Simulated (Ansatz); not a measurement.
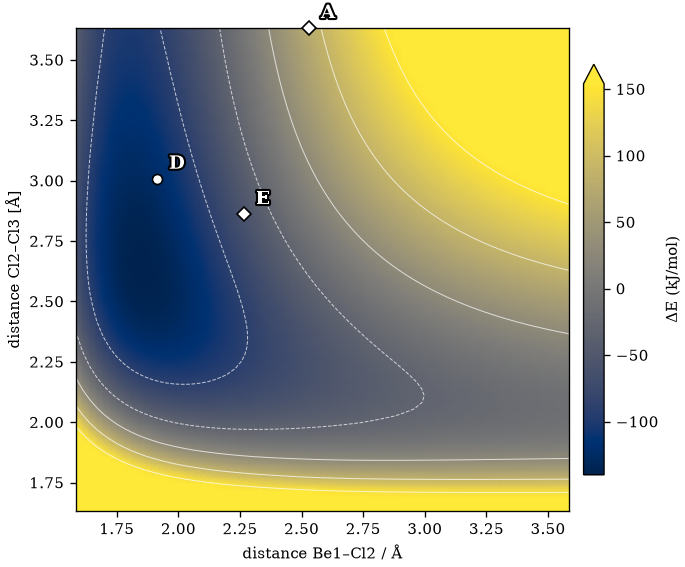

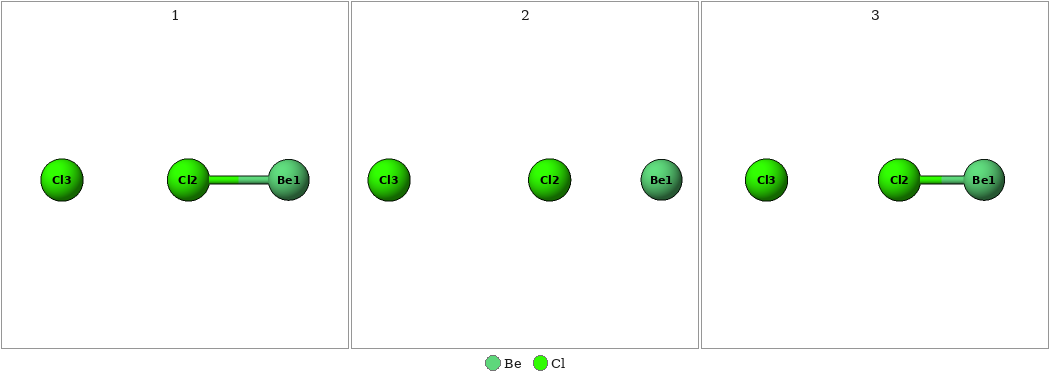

The system Be + Cl₂. 
- The first coordinate is: distance Be1–Cl2; the second: distance Cl2–Cl3.
- Nothing is relaxed (the angle Be1–Cl2–Cl3 is fixed at 180 degrees).
- The grid has 17 × 17 points.
- Points are written as (first, second).
- Energies are in kJ/mol, from Be far from the relaxed ClCl (each part in its own basis).
- The reference is spin-restricted, so regions where a bond is pulled apart into radicals lie too high.
- Theory: RKS PBE0-D4/def2-SVPD (Ansatz).

The picture shows a smooth colour map with a few white contour lines, one colour for all values above the top of the scale, lettered points. Between grid points the surface is interpolated. The numbered pictures are the structures at these points, in random order.

Which structure belongs to which point?

A is structure 2: (2.531 Å, 3.632 Å), 77 kJ/mol; D is structure 3: (1.914 Å, 3.008 Å), −122 kJ/mol; E is structure 1: (2.267 Å, 2.861 Å), −57 kJ/mol.
